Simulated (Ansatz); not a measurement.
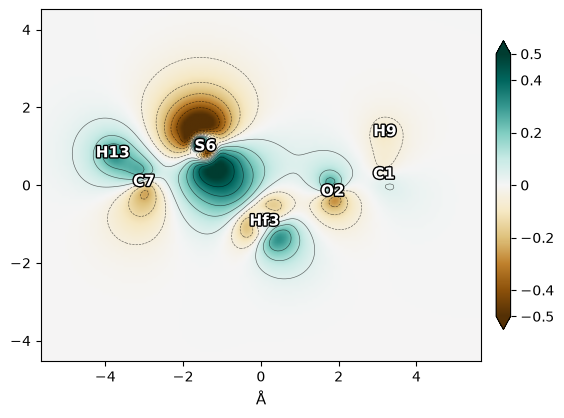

Figure 1: C2H8HfO3S (SMILES C[O][Hf]([OH])([OH])[S]C). The HOMO−1 on the plane of atoms O2, Hf3 and S6 (values in Å⁻³ᐟ²; the overall sign is arbitrary).

Geometry: PBE0-D4/def2-TZVP; core potentials replace the inner electrons of Hf.

All numbers below come from RKS PBE0-D4/def2-TZVPP in Ansatz.

```yaml
atoms:
  - { symbol: C, position_ang: [-2.8381, 1.4604, 0.5910] }
  - { symbol: O, position_ang: [-1.6762, 0.7900, 0.2321] }
  - { symbol: Hf, position_ang: [-0.1867, -0.3094, -0.2283] }
  - { symbol: O, position_ang: [-0.2261, -2.0422, 0.6120] }
  - { symbol: O, position_ang: [0.0012, -0.5338, -2.1353] }
  - { symbol: S, position_ang: [1.7769, 0.9115, 0.6135] }
  - { symbol: C, position_ang: [3.0620, -0.3106, 0.1751] }
  - { symbol: H, position_ang: [-3.4601, 0.8388, 1.2437] }
  - { symbol: H, position_ang: [-2.5917, 2.3830, 1.1262] }
  - { symbol: H, position_ang: [-3.4220, 1.7231, -0.2975] }
  - { symbol: H, position_ang: [-0.3876, -2.9489, 0.8477] }
  - { symbol: H, position_ang: [-0.0713, -0.3205, -3.0595] }
  - { symbol: H, position_ang: [4.0262, 0.1122, 0.4573] }
  - { symbol: H, position_ang: [2.9193, -1.2444, 0.7192] }
  - { symbol: H, position_ang: [3.0742, -0.5092, -0.8972] }
```

> What is the character of this orbital?

By Hirshfeld shares it lies mainly on S6 (about 65 %), Hf3 (about 15 %) and C7 (about 5 %); largely a lone pair of S6. Its energy is −7.26 eV.
